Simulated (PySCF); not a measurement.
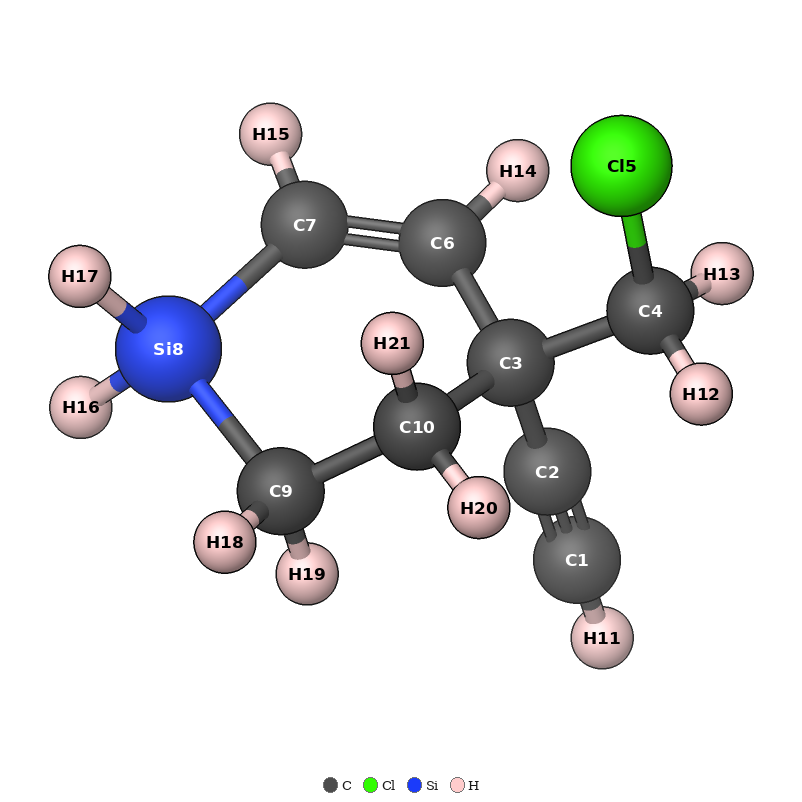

Computed geometry: GFN2-xTB optimisation. No frequency run is at hand to confirm it as a minimum. Electric field gradients from the ground-state density, PBE0/pcSseg-1 (PySCF 2.14.0), non-relativistic apart from any core potentials.

Give the largest field-gradient component, the quadrupole coupling constant and the asymmetry for 35Cl at Cl5 (Q = −81.7 mb), 2H at H11 (Q = 2.86 mb), 2H at H12 (Q = 2.86 mb), 2H at H13 (Q = 2.86 mb), 2H at H14 (Q = 2.86 mb).

```csv
atom,V_zz (a.u.),e²qQ/h (MHz),η
Cl5,3.924,−75.3,0.03
H11,0.396,0.266,0.00
H12,0.298,0.201,0.05
H13,0.297,0.199,0.04
H14,0.316,0.212,0.07
```

The geometry is semi-empirical. Around Si such bond lengths and angles can be off by a tenth of an ångström or more and by several degrees, and values that hang on the shape move with them.
